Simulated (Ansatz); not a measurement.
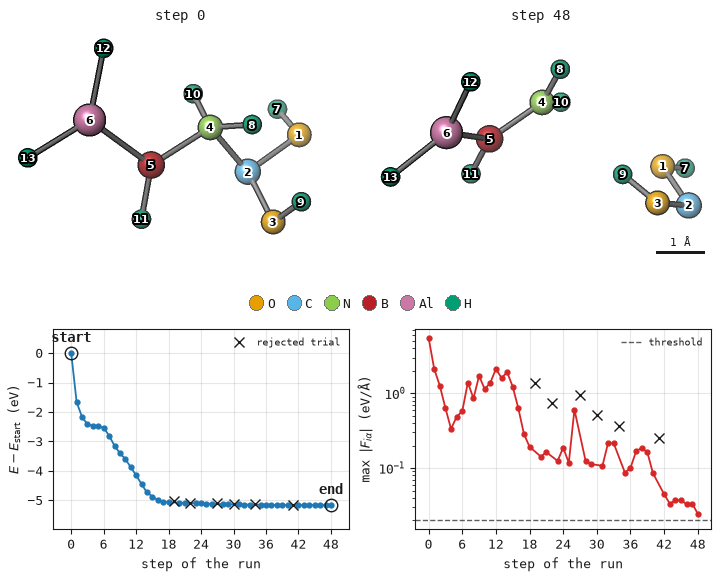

First and last geometry of a relaxation of CH₇AlBNO₂, with the history of the run. The picture is a ball-and-stick view, seen at a tilt.

The run prepares an end point of a later path (hydrogen shift) calculation, from a guessed geometry.

The calculation used RHF/def2-SVP in Ansatz 0.2.0. Set-up: no spin polarisation; force threshold 0.02 eV/Å; at most 50 steps.

What do the curves and the structures tell?

The relaxation stopped without meeting its thresholds, so the last structure isn't shown to be converged. The atom that moves furthest after the best rigid fit is C2 (1.86 Å). Largest moves by element: C 1.86 Å, H 1.66 Å, N 0.80 Å, O 0.76 Å, B 0.74 Å, Al 0.56 Å. Near-neighbour distances that change, for instance: C2–N4 1.521 → 3.904 Å, C2–B5 2.476 → 4.622 Å, N4–B5 1.565 → 1.402 Å, O1–C2 1.467 → 1.315 Å. Bonds break, among them: C2–N4 (1.52 → 3.90 Å). Among the angles between lasting bonds that change: B5–N4–H10 104.9° → 122.8°, H8–N4–H10 124.8° → 113.0°, N4–B5–H11 124.2° → 115.3°. Groups turn about N4–B5 by about 100°, C2–O3 by about 60°. The energy falls by 5.165 eV in 42 accepted moves (48 points after the start). Largest force component: 5.5 eV/Å at the start, 0.025 eV/Å at the end. The line search rejected the trial steps at points 19, 22, 27, 30, 34, 41 of the run.

Limits of the set-up: Hartree-Fock leaves out electron correlation.
